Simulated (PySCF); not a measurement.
# C₄H₈AlFO: electronic excitations

What electronic excitations should C₄H₈AlFO (`C=[C](OCC)[AlH][F]`) show?

The runs use PySCF 2.14.0, with density-fitted response routines of our own; the level of theory stands in each step. All values are computed, except where a source is named. Atoms are numbered from 0 throughout.

## Step 1: The molecule as given

15 atoms, charge 0, multiplicity 1; geometry from: GFN2-xTB.

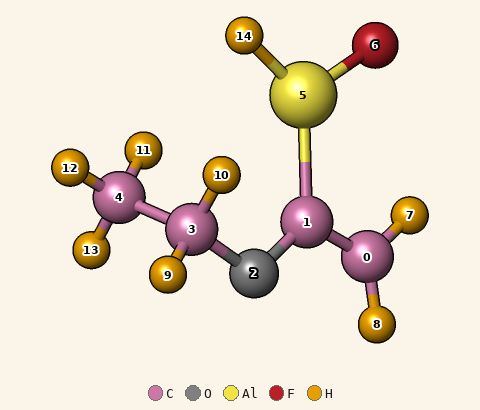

As it starts; carbon pink, oxygen grey, aluminium yellow, fluorine red, hydrogen amber, atoms numbered.

## Step 2: Ultraviolet spectrum: PBE0/def2-SVPD

What the job is given:

```
{"job": {"kind": "uv", "xc": "PBE0", "basis": "def2-SVPD", "nstates": 8, "ntriplets": 3}, "charge": 0, "multiplicity": 1}
C     -1.843811    -1.142832     1.132200
C     -0.927195    -0.576161     0.335573
O      0.147277    -1.306507    -0.090840
C      1.055532    -0.583766    -0.884380
C      1.924559     0.355739    -0.059299
Al    -1.290599     1.321178    -0.151294
F     -2.676100     1.993493     0.431616
H     -2.701805    -0.565758     1.444097
H     -1.779685    -2.163833     1.474960
H      1.672064    -1.331588    -1.389720
H      0.497694    -0.004555    -1.641559
H      1.298064     1.120892     0.411045
H      2.657438     0.843780    -0.695095
H      2.437933    -0.198309     0.722463
H     -0.475777     2.246215    -1.061680
```

Method: TDDFT PBE0/def2-SVPD, vertical, gas phase, core orbitals frozen in the response.

The run is started by

```console
OMP_NUM_THREADS=1 python probes_run.py task.json out
```

This one command runs all jobs of the session in turn.

What will the session give for the following? lowest singlet (PBE0/def2-SVPD); brightest single state of those computed; lowest triplet. Wanted: lowest singlet; brightest single state of those computed; lowest triplet.

As calculated:

| quantity | value |
| --- | --- |
| lowest singlet (PBE0/def2-SVPD) | 4.61 eV (269 nm), f = 0.083 |
| brightest single state of those computed | state 5, 6.73 eV, f = 0.131 |
| lowest triplet | 3.33 eV |

**Reading.** The first singlet state (HOMO→LUMO 0.98) lies at 4.61 eV and is bright; of the 8 states computed, the strongest absorption comes from state 5 at 6.73 eV. The lowest triplet lies 1.29 eV below the lowest singlet (triplets in Tamm-Dancoff, singlets in full TDDFT).
